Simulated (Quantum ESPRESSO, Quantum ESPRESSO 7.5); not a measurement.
**1T-PtS2, 1 layer against a metal electrode: a series in the charge of the slab**

Aim: how the results for 1T-PtS2, 1 layer against a metal electrode change with the charge of the slab.

Method: plane-wave DFT, PBE, GBRV ultrasoft pseudopotentials (geometry by pw.x at PBE-D3(BJ), GBRV ultrasoft), in Quantum ESPRESSO 7.5.

## (1) Starting point

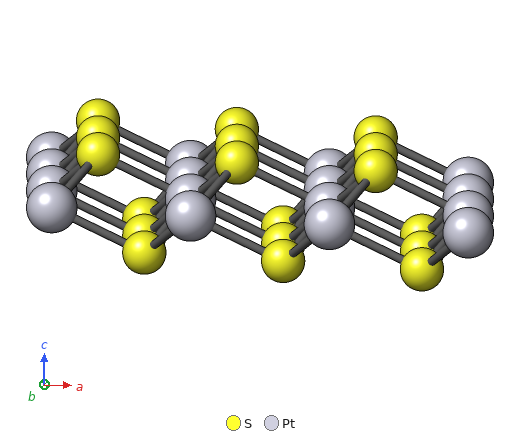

The cell as given, nearly edge on (sulfur yellow, platinum light grey). 3×3×1 cells are drawn. Some periodic images of atoms are drawn too.

The cell holds 3 atoms: 2 S and 1 Pt. Cell: a = 3.570 Å, b = 3.570 Å, c = 18.014 Å, α = 90.0°, β = 90.0°, γ = 120.0°. It derives from PtS2. Vacuum lies along c.

Set-up: The slab is relaxed neutral under PBE-D3(BJ), then held. ESM with bc3: vacuum below and a metal electrode about 6 Å above the top atoms. Fermi-Dirac smearing of 0.004 Ry and a dense mesh. Charges are set per cell from the starting area.

Members 2, 3, 4.5, 6, 7 and 8 took the same steps and show in the table alone.

## (2) Relaxing cell and ions of the reference

What the set-up leaves free in this member is relaxed.

Input file ref.relax.in:

```
&control
  prefix = 'ref.relax'
  outdir = './out'
  pseudo_dir = './pseudo'
  nstep = 80
  forc_conv_thr = 0.0004
  calculation = 'vc-relax'
  etot_conv_thr = 1e-06
/
&system
  ibrav = 0
  nat = 3
  ntyp = 2
  ecutwfc = 50
  ecutrho = 250
  vdw_corr = 'grimme-d3'
  dftd3_version = 4
  occupations = 'smearing'
  smearing = 'fd'
  degauss = 0.004
/
&electrons
  conv_thr = 1e-09
  mixing_beta = 0.4
  electron_maxstep = 120
  mixing_mode = 'plain'
/
&ions
/
&cell
  cell_dofree = '2Dxy'
  press_conv_thr = 0.3
/
ATOMIC_SPECIES
  S   32.0600  s_pbe_v1.4.uspp.F.UPF
  Pt  195.0840  pt_pbe_v1.4.uspp.F.UPF
CELL_PARAMETERS angstrom
  3.57000000000000 0.00000000000000 0.00000000000000
  -1.78500000000000 3.09171069151045 0.00000000000000
  0.00000000000000 0.00000000000000 18.01408639338038
ATOMIC_POSITIONS crystal
  S   0.666666666700 0.333333333300 0.444096904239
  Pt  0.000000000000 0.000000000000 0.500000000000
  S   0.333333333300 0.666666666700 0.555903095761
K_POINTS automatic
  12 12 1 0 0 0
```

On the command line:

```console
OMP_NUM_THREADS=1 mpirun -n 4 pw.x -nk 4 -in ref.relax.in > ref.relax.out
```

What it wrote:

```text
Program PWSCF v.7.5 starts
[citation notice left out]

     Parallel version (MPI & OpenMP), running on       4 processor cores
     Number of MPI processes:                 4
     Threads/MPI process:                     1

     MPI processes distributed on     1 nodes
[...]
Current dimensions of program PWSCF are:
     Max number of different atomic species (ntypx) = 10
     Max number of k-points (npk) =  40000
     Max angular momentum in pseudopotentials (lmaxx) =  4
     Message from routine setup:
     using ibrav=0 with symmetry is DISCOURAGED, use correct ibrav instead

     K-points division:     npool     =       4
     Subspace diagonalization in iterative solution of the eigenvalue problem:
     a serial algorithm will be used

     G-vector sticks info
     --------------------
     sticks:   dense  smooth     PW     G-vecs:    dense   smooth      PW
     Sum         769     637    187                89427    64017   10313

     Using Slab Decomposition

     bravais-lattice index     =            0
     lattice parameter (alat)  =       6.7463  a.u.
     unit-cell volume          =    1341.7633 (a.u.)^3
     number of atoms/cell      =            3
     number of atomic types    =            2
     number of electrons       =        28.00
     number of Kohn-Sham states=           18
     kinetic-energy cutoff     =      50.0000  Ry
     charge density cutoff     =     250.0000  Ry
     scf convergence threshold =      1.0E-09
     mixing beta               =       0.4000
     number of iterations used =            8  plain     mixing
     energy convergence thresh.=      1.0E-06
     force convergence thresh. =      4.0E-04
     press convergence thresh. =      3.0E-01
     Exchange-correlation=  SLA  PW   PBX  PBC
                           (   1   4   3   4   0   0   0)
     nstep                     =           80

     celldm(1)=   6.746322  celldm(2)=   0.000000  celldm(3)=   0.000000
     celldm(4)=   0.000000  celldm(5)=   0.000000  celldm(6)=   0.000000

     crystal axes: (cart. coord. in units of alat)
               a(1) = (   1.000000   0.000000   0.000000 )
               a(2) = (  -0.500000   0.866025   0.000000 )
               a(3) = (   0.000000   0.000000   5.045963 )

     reciprocal axes: (cart. coord. in units 2 pi/alat)
               b(1) = (  1.000000  0.577350 -0.000000 )
               b(2) = (  0.000000  1.154701  0.000000 )
               b(3) = (  0.000000 -0.000000  0.198178 )

     PseudoPot. # 1 for S  read from file:
     ./pseudo/s_pbe_v1.4.uspp.F.UPF
     Pseudo is Ultrasoft + core correction, Zval =  6.0
     Generated by new atomic code, or converted to UPF format
     Using radial grid of  907 points,  6 beta functions with:
                l(1) =   0
                l(2) =   0
                l(3) =   1
                l(4) =   1
                l(5) =   2
                l(6) =   2
     Q(r) pseudized with  8 coefficients,  rinner =    1.300   1.300   1.300
                                                       1.300   1.300

     PseudoPot. # 2 for Pt read from file:
     ./pseudo/pt_pbe_v1.4.uspp.F.UPF
     Pseudo is Ultrasoft + core correction, Zval = 16.0
     Generated by new atomic code, or converted to UPF format
     Using radial grid of  985 points,  6 beta functions with:
                l(1) =   0
                l(2) =   0
                l(3) =   1
                l(4) =   1
                l(5) =   2
                l(6) =   2
     Q(r) pseudized with  8 coefficients,  rinner =    1.300   1.300   1.300
                                                       1.300   1.300

     atomic species   valence    mass     pseudopotential
     S                 6.00    32.06000     S ( 1.00)
     Pt               16.00   195.08400     Pt( 1.00)

     12 Sym. Ops., with inversion, found

   Cartesian axes

     site n.     atom                  positions (alat units)
         1        S      tau(   1) = (   0.5000000   0.2886751   2.2408964  )
         2        Pt     tau(   2) = (   0.0000000   0.0000000   2.5229813  )
         3        S      tau(   3) = (  -0.0000000   0.5773503   2.8050662  )

     --------------------------------------------
     DFT-D3 Dispersion Correction (3-body terms):
     --------------------------------------------
       Reference C6 values for interpolation:

         atom   Coordination number   C6
         S          0.000           268.01
         S          0.995           261.99
         S          1.990           251.62
         Pt         0.000           782.29
         Pt         1.919           692.72
         Pt         6.667           673.75

       Values used:

         atom   Coordination number  R0_AB[au]  C6      C8
         S          3.966            3.128    251.62  12327.25
         Pt         6.331            3.168    673.75  70061.90
         S          3.966            3.128    251.62  12327.25

         Molecular C6 ( Ry / a.u.^6 ) =      3322.79

     number of k points=    19  Fermi-Dirac smearing, width (Ry)=  0.0040
                       cart. coord. in units 2pi/alat
        k(    1) = (   0.0000000   0.0000000   0.0000000), wk =   0.0138889
        k(    2) = (   0.0000000   0.0962250   0.0000000), wk =   0.0833333
        k(    3) = (   0.0000000   0.1924501   0.0000000), wk =   0.0833333
        k(    4) = (   0.0000000   0.2886751   0.0000000), wk =   0.0833333
        k(    5) = (   0.0000000   0.3849002   0.0000000), wk =   0.0833333
        k(    6) = (   0.0000000   0.4811252   0.0000000), wk =   0.0833333
        k(    7) = (   0.0000000  -0.5773503   0.0000000), wk =   0.0416667
        k(    8) = (   0.0833333   0.1443376   0.0000000), wk =   0.0833333
        k(    9) = (   0.0833333   0.2405626   0.0000000), wk =   0.1666667
        k(   10) = (   0.0833333   0.3367877   0.0000000), wk =   0.1666667
[...]
k(   19) = (   0.3333333   0.5773503   0.0000000), wk =   0.0277778

     Dense  grid:    89427 G-vectors     FFT dimensions: (  36,  36, 180)

     Smooth grid:    64017 G-vectors     FFT dimensions: (  32,  32, 160)

     Estimated max dynamical RAM per process >     149.70 MB

     Estimated total dynamical RAM >     533.29 MB

     Initial potential from superposition of free atoms

     starting charge      27.4999, renormalised to      28.0000

     negative rho (up, down):  1.830E-01 0.000E+00
     Starting wfcs are   20 randomized atomic wfcs

     total cpu time spent up to now is        1.3 secs

     per-process dynamical memory:    78.8 Mb

     Self-consistent Calculation

[...]
estimated scf accuracy    <       0.00092945 Ry

[...]
iteration #  9     ecut=    50.00 Ry     beta= 0.40
[...]
negative rho (up, down):  1.721E-01 0.000E+00

[...]
End of self-consistent calculation

[...]
the Fermi energy is    -1.0685 ev

!    total energy              =    -259.02744316 Ry
     estimated scf accuracy    <          6.0E-10 Ry
     smearing contrib. (-TS)   =      -0.00000001 Ry
     internal energy E=F+TS    =    -259.02744315 Ry

     The total energy is F=E-TS. E is the sum of the following terms:
     one-electron contribution =    -994.03372108 Ry
     hartree contribution      =     499.80145408 Ry
     xc contribution           =     -73.73497180 Ry
     ewald contribution        =     308.99837409 Ry
     DFT-D3 Dispersion         =      -0.05857844 Ry

     convergence has been achieved in   9 iterations

     negative rho (up, down):  1.721E-01 0.000E+00

     Forces acting on atoms (cartesian axes, Ry/au):

     atom    1 type  1   force =     0.00000000    0.00000000   -0.02565226
     atom    2 type  2   force =     0.00000000    0.00000000    0.00000000
     atom    3 type  1   force =    -0.00000000   -0.00000000    0.02565226

     Total force =     0.036278     Total SCF correction =     0.000059

     Computing stress (Cartesian axis) and pressure

     negative rho (up, down):  1.721E-01 0.000E+00
          total   stress  (Ry/bohr**3)                   (kbar)     P=        1.37
  -0.00002526   0.00000000   0.00000000           -3.72        0.00        0.00
   0.00000000  -0.00002526   0.00000000            0.00       -3.72        0.00
  -0.00000000  -0.00000000   0.00007846           -0.00       -0.00       11.54

     Energy error            =      1.3E-02 Ry
     Gradient error          =      2.6E-02 Ry/Bohr
     Cell gradient error     =      3.7E+00 kbar

     number of scf cycles    =   3
     number of bfgs steps    =   2

     enthalpy           old  =    -259.0139906924 Ry
     enthalpy           new  =    -259.0274431563 Ry

     CASE: enthalpy          _new < enthalpy          _old

     new trust radius        =       0.0666713596 bohr
     new conv_thr            =       0.0000000006 Ry

     new unit-cell volume =   1387.16000 a.u.^3 (   205.55590 Ang^3 )
     density =      2.09392 g/cm^3

CELL_PARAMETERS (angstrom)
   3.629890643  -0.000000000   0.000000000
  -1.814945321   3.143577510   0.000000000
   0.000000000   0.000000000  18.014086393

ATOMIC_POSITIONS (crystal)
S                0.6666666667        0.3333333333        0.4347888026
Pt               0.0000000000        0.0000000000        0.5000000000
S                0.3333333333        0.6666666667        0.5652111974

[...]
NEW-OLD atomic charge density approx. for the potential
     New effective cutoffs (rho, wfc):  249.49   49.97

     negative rho (up, down):  1.721E-01 0.000E+00

     total cpu time spent up to now is       54.0 secs

     per-process dynamical memory:    84.5 Mb

[...]
!    total energy              =    -259.02955188 Ry
[...]
Total force =     0.010930     Total SCF correction =     0.000050
[...]
number of bfgs steps    =   3
[...]
new trust radius        =       0.0327487835 bohr
[...]
!    total energy              =    -259.03032993 Ry
[...]
Total force =     0.002071     Total SCF correction =     0.000018
[...]
number of bfgs steps    =   4
[...]
new trust radius        =       0.0360236619 bohr
[...]
!    total energy              =    -259.03134525 Ry
[...]
Total force =     0.004666     Total SCF correction =     0.000003
[...]
number of bfgs steps    =   5
[...]
new trust radius        =       0.0540354928 bohr
[...]
!    total energy              =    -259.03245843 Ry
[...]
Total force =     0.008338     Total SCF correction =     0.000010
[...]
number of bfgs steps    =   6
[...]
new trust radius        =       0.0755198440 bohr
[...]
!    total energy              =    -259.03320263 Ry
[...]
Total force =     0.006187     Total SCF correction =     0.000002
[...]
number of bfgs steps    =   7
[...]
new trust radius        =       0.0070113992 bohr
[...]
!    total energy              =    -259.03326793 Ry
[...]
Total force =     0.002324     Total SCF correction =     0.000006
[...]
number of bfgs steps    =   8
[...]
new trust radius        =       0.0067901401 bohr
[...]
!    total energy              =    -259.03327848 Ry
[...]
Total force =     0.000034     Total SCF correction =     0.000001
[...]
number of bfgs steps    =   9
[...]
new trust radius        =       0.0004946718 bohr
[...]
Self-consistent Calculation

     iteration #  1     ecut=    50.00 Ry     beta= 0.40
     Davidson diagonalization with overlap
     ethr =  1.00E-06,  avg # of iterations =  2.0

     Threshold (ethr) on eigenvalues was too large:
     Diagonalizing with lowered threshold

     Davidson diagonalization with overlap
     ethr =  1.86E-10,  avg # of iterations =  4.8

     negative rho (up, down):  1.722E-01 0.000E+00

     total cpu time spent up to now is      153.7 secs

     total energy              =    -259.03327851 Ry
     estimated scf accuracy    <          6.1E-09 Ry

[...]
iteration #  5     ecut=    50.00 Ry     beta= 0.40
[...]
negative rho (up, down):  1.722E-01 0.000E+00

[...]
End of self-consistent calculation

          k = 0.0000 0.0000 0.0000 (  8027 PWs)   bands (ev):

   -54.6247 -54.6247 -54.5450 -15.8613 -13.6316  -7.3545  -7.3545  -7.0642
    -4.6828  -4.6828  -2.6166  -2.5042  -2.0357  -2.0357   1.4549   1.4549
     3.5432   3.9507

          k =-0.0000 0.0970 0.0000 (  8041 PWs)   bands (ev):

   -54.6262 -54.6251 -54.5448 -15.7728 -13.6510  -7.3487  -7.3000  -6.9831
    -4.8168  -4.7548  -2.9988  -2.3691  -1.9916  -1.8735   1.0254   1.3367
     3.7232   4.1107

          k =-0.0000 0.1941 0.0000 (  8033 PWs)   bands (ev):

   -54.6302 -54.6261 -54.5443 -15.5183 -13.7045  -7.3123  -7.1546  -6.7525
    -5.2607  -4.8988  -3.5258  -2.0990  -1.9676  -1.8139   0.2770   1.1158
     4.1527   4.4542

          k =-0.0000 0.2911 0.0000 (  8027 PWs)   bands (ev):

   -54.6357 -54.6275 -54.5436 -15.1346 -13.7767  -7.2427  -6.9773  -6.4775
    -5.8687  -4.9656  -3.8227  -2.2354  -2.1578  -1.9539   0.0157   1.0142
     4.4309   4.7861

          k =-0.0000 0.3881 0.0000 (  8035 PWs)   bands (ev):

   -54.6412 -54.6289 -54.5429 -14.6984 -13.8411  -7.4303  -6.8507  -6.5091
    -5.7849  -4.8211  -3.9139  -2.9770  -2.6098  -2.2364   0.4060   1.0755
     3.9407   5.4698

          k =-0.0000 0.4852 0.0000 (  7989 PWs)   bands (ev):

   -54.6453 -54.6300 -54.5424 -14.3506 -13.8584  -7.9490  -6.8046  -6.2115
    -5.5324  -4.4319  -3.8235  -3.6303  -3.2131  -2.7465   0.8886   1.1817
     3.7376   5.1973

[...]
the Fermi energy is    -0.8661 ev

!    total energy              =    -259.03327851 Ry
     estimated scf accuracy    <          3.2E-12 Ry
     smearing contrib. (-TS)   =      -0.00000000 Ry
     internal energy E=F+TS    =    -259.03327851 Ry

     The total energy is F=E-TS. E is the sum of the following terms:
     one-electron contribution =   -1015.48864300 Ry
     hartree co
[key lines of the parts left out:]
convergence has been achieved in   8 iterations
```

Run time: 3.1 min. Hardware: 4 MPI ranks of Arm Neoverse V2, shared host; peak memory 0.71 GiB.

Step by step:

```
step  energy less that of the first step (eV)  largest force (eV/Å)  volume (Å³)
   1                                   0.0000                3.0632       198.83
   2                                  -0.3891                1.7980       202.48
   3                                  -0.5721                0.6595       205.25
   4                                  -0.6008                0.1987       205.56
   5                                  -0.6114                0.0376       204.71
   6                                  -0.6252                0.0848       202.86
   7                                  -0.6403                0.1516       199.91
   8                                  -0.6504                0.1125       195.82
   9                                  -0.6513                0.0423       195.44
  10                                  -0.6515                0.0006       195.51
  11                                  -0.6515                0.0000       195.54
  12                                  -0.6512                0.0000       195.54
```

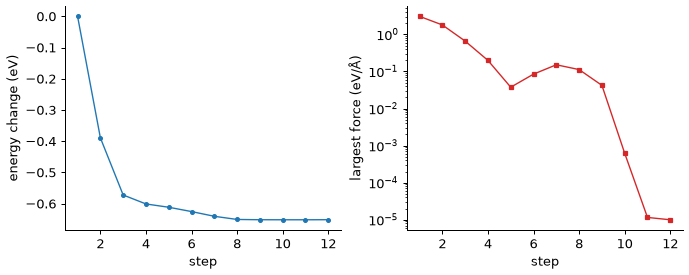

Energy and largest force along the relaxation.

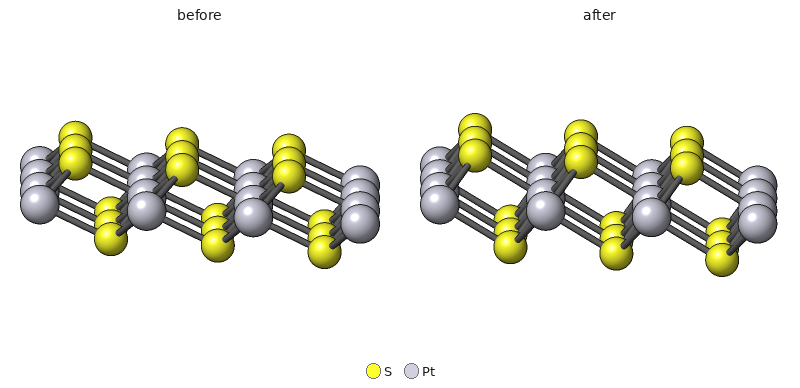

The structure before and after the relaxation, drawn at the same scale.

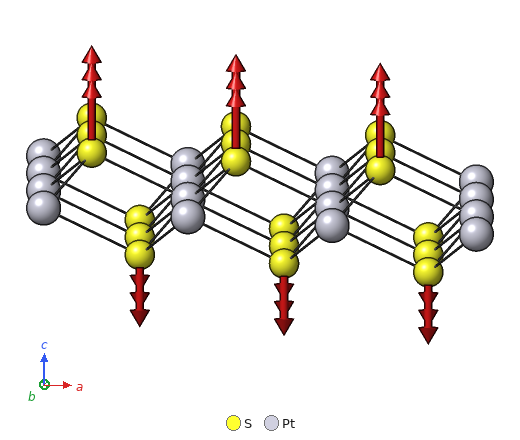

Displacements in the relaxation, exaggerated, measured against the changing cell; the longest in the cell stands for 0.23 Å. 3×3×1 cells are drawn. Some periodic images of atoms are drawn too.

```
cell as run  before  after  change
      a (Å)   3.570  3.540  -0.8 %
      b (Å)   3.570  3.540  -0.8 %
```

The atoms that moved most (Å, along periodic axes as changes of fractional coordinates times the final cell, across vacuum about the mean position):

```
atom     dx     dy      dz  length
  S1  0.000  0.000  -0.234   0.234
  S3  0.000  0.000   0.234   0.234
```

Final coordinates:

```cif
data_structure
_symmetry_space_group_name_H-M 'P 1'
_symmetry_Int_Tables_number 1
_cell_length_a 3.5403
_cell_length_b 3.5403
_cell_length_c 18.0141
_cell_angle_alpha 90.000
_cell_angle_beta 90.000
_cell_angle_gamma 120.000
_cell_volume 195.54
loop_
_atom_site_label
_atom_site_type_symbol
_atom_site_fract_x
_atom_site_fract_y
_atom_site_fract_z
_atom_site_occupancy
S1 S 0.66667 0.33333 0.43113 1
Pt2 Pt 0.00000 0.00000 0.50000 1
S3 S 0.33333 0.66667 0.56887 1
```

 The last row is no step: it is a fresh SCF in the final cell with a new plane-wave basis, +0 meV from the row before.

Numbers from this step:

* free energy: -3524.3270 eV
* Fermi energy: -0.866 eV

(Continued in part 2 of 3.)

[Logs are printed without paths, hosts, clocks, repeated set-up lines and the standing remarks that a program may print on its own settings, such as how far it seeks lower states.]

[Hosts, paths, dates, database ids (printed as entryN), source tags and the programs' standing remarks are cut or masked in the printed files.]

[Maps of the electrostatic potential energy from Ansatz leave out the sawtooth potential of an applied field or a dipole correction, so their vacuum need not be flat; planar profiles and work functions include it.]
